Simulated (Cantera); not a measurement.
Charge: 1 mol SF6, 1.4 mol H2O, 0.86 mol O2, 0.43 mol SO2, equilibrated at 0.150 bar.

Equilibrium computed with Cantera from the NASA thermochemical tables; the gas is ideal and each condensed phase is pure. Candidate condensed phases: H2O, H2SO4, S; 43 gas species. The tables' values for SOF2, SF3 are old estimates; treat these amounts as uncertain. Rates play no part.

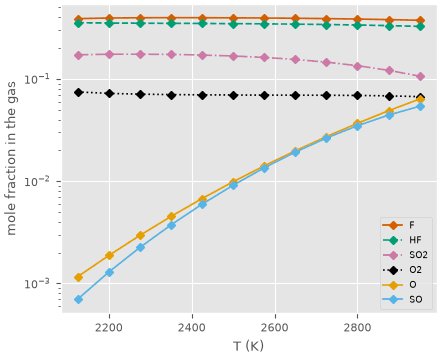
Figure. Equilibrium gas composition (values under 1e-9 drawn at 1e-9)

Task: Read off the mole fractions at 2425 K.

Result: F about 0.40, HF about 0.35, SO2 about 0.17, O2 about 0.070, O about 0.0068, SO about 0.0059.
